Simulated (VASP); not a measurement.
Band structure of Ho (hcp). Level of theory: TPSS meta-GGA, VASP's PBE PAW potentials (set 64) (plane waves; VASP).

The 4f electrons are frozen in the core of the lanthanide potential, so 4f levels, which can set the real gap, and their magnetism are missing.

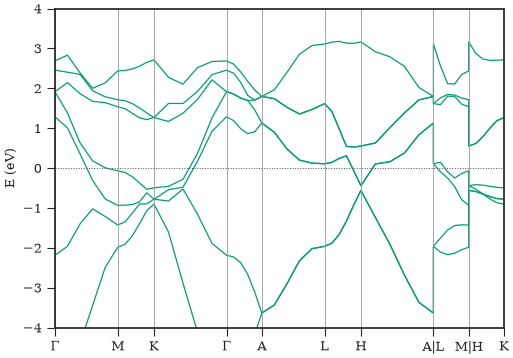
Fig. 1. Bands along high-symmetry lines, zero at the valence-band maximum or, without a gap, the Fermi level

Problem. Read the plot: is there a gap, and where are the band edges?

Solution. It has no gap at this level: it comes out as a metal or semimetal.

The compound is Ho in the hcp structure. It was relaxed first.
